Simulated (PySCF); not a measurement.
# (F)3Si-S-SiH3 (F₃H₃SSi₂): electronic structure

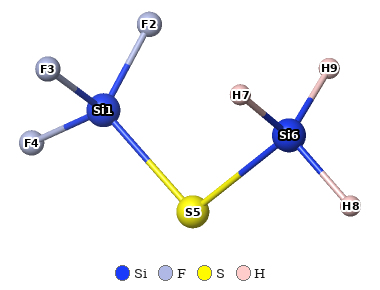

The molecule, with its atoms numbered as below. No frequency check shows the geometry to be a minimum.

Cartesian coordinates (Å):

```
Si1     -0.9415    0.0209    0.0002
F2      -0.9786    1.1236   -1.1395
F3      -1.1729    0.8728    1.3178
F4      -2.2497   -0.8388   -0.1929
S5       0.7859   -1.1484    0.0139
Si6      2.3155    0.4051   -0.0051
H7       2.1247    1.2303    1.1813
H8       3.5222   -0.4015    0.0330
H9       2.1546    1.1648   -1.2369
```

### 1. Bonding charge

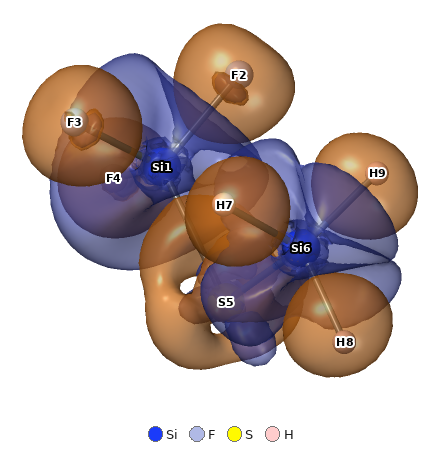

Deformation density (molecule less spherical, spin-averaged free atoms at the same positions), surfaces at ±0.04 e/Å³; orange: gain, blue: loss.

Level of theory: B3LYP/def2-TZVP (PySCF), at a geometry from GFN2-xTB.

Question: Describe the bonding that the map shows.

Answer: Si6–H9: +0.25 e/Å³ at the bond critical point (bond length 1.46 Å, Mayer order 0.9). Si6–H8: +0.25 e/Å³ at the bond critical point (bond length 1.45 Å, Mayer order 0.9). Si6–H7: +0.25 e/Å³ at the bond critical point (bond length 1.46 Å, Mayer order 0.9). Si1–S5: +0.17 e/Å³ at the bond critical point (bond length 2.09 Å, Mayer order 1.2). Si1–F4: +0.10 e/Å³ at the bond critical point (bond length 1.58 Å, Mayer order 1.2); up to 0.6 Å beside the axis the gain reaches +0.37 e/Å³. Si1–F3: +0.10 e/Å³ at the bond critical point (bond length 1.59 Å, Mayer order 1.1); up to 0.6 Å beside the axis the gain reaches +0.37 e/Å³. Si1–F2: +0.10 e/Å³ at the bond critical point (bond length 1.59 Å, Mayer order 1.1); up to 0.6 Å beside the axis the gain reaches +0.37 e/Å³. S5–Si6: +0.06 e/Å³ at the bond critical point (bond length 2.18 Å, Mayer order 1.0); up to 0.6 Å beside the axis the gain reaches +0.21 e/Å³. In all, 2.2 electrons gather in the regions of gain relative to the promolecule. A small or negative value marks a very polar bond, one between electron-rich atoms, whose free-atom densities already overlap strongly, a long bond to a heavier atom, or a closed-shell contact such as a hydrogen bond.

Question: Where do the Hirshfeld charges lie?

Answer: The highest Hirshfeld charge is on Si1 (+0.54 e), the lowest on F3 (−0.19 e).

```csv
atom,charge (e)
Si1,+0.54
F2,−0.19
F3,−0.19
F4,−0.18
S5,−0.13
Si6,+0.34
H7,−0.06
H8,−0.06
H9,−0.06
```

### 2. Bond critical points

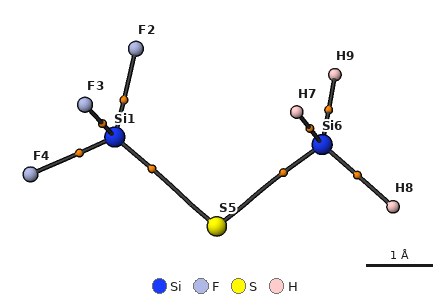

Molecular graph of the electron density (QTAIM): bond paths, bond critical points (orange), ring points (yellow, if any); weak paths are dashed.

Question: How many critical points of each kind are there, and does the count close?

Answer: 9 nuclei, 8 bond, 0 ring and 0 cage critical points: 9 − 8 + 0 − 0 = 1, as the Poincaré–Hopf relation requires.

Question: What does the calculation give at each kind of bond critical point?

Answer:
```csv
bond,length (Å),ρ (a.u.),∇²ρ (a.u.),ε,H (a.u.)
Si1–F4,1.577,0.148,+1.07,0.00,−0.047
Si1–F3,1.586,0.145,+1.03,0.01,−0.046
Si1–F2,1.586,0.145,+1.03,0.01,−0.046
Si6–H8,1.452,0.129,+0.18,0.01,−0.083
Si6–H9,1.456,0.129,+0.18,0.01,−0.083
Si6–H7,1.458,0.129,+0.18,0.01,−0.083
Si1–S5,2.086,0.114,+0.07,0.07,−0.075
S5–Si6,2.180,0.090,+0.07,0.02,−0.052
```

Question: What kind of interaction is Si6–H8?

Answer: Polar or intermediate (positive Laplacian, negative energy density H): ρ = 0.129, ∇²ρ = +0.18, H = −0.083 a.u.

### 3. Local ionisation energy

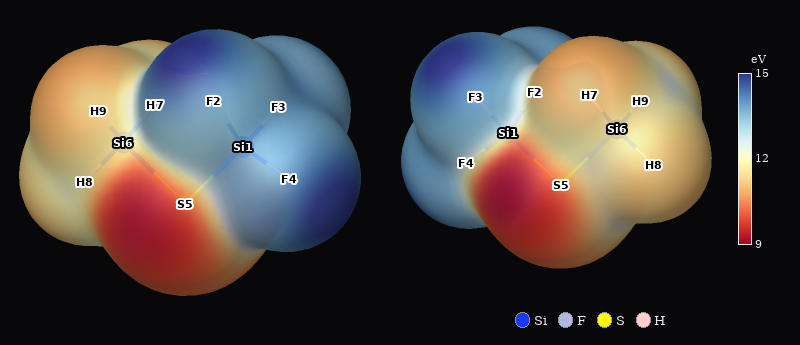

Average local ionisation energy on the surface of electron density 0.001 a.u. (back view left, front view right).

Question: Where are the most loosely bound electrons on this surface?

Answer: The lowest value is 9.0 eV, 2.2 Å from S5, and at like points elsewhere. Further minima include 10.8 eV, 1.4 Å from H9; 13.5 eV, 1.7 Å from F3. For comparison, the highest occupied orbital lies at −8.1 eV.

The PySCF run shown took 41 s on 1 thread of Arm Neoverse V1, with other jobs on the host.
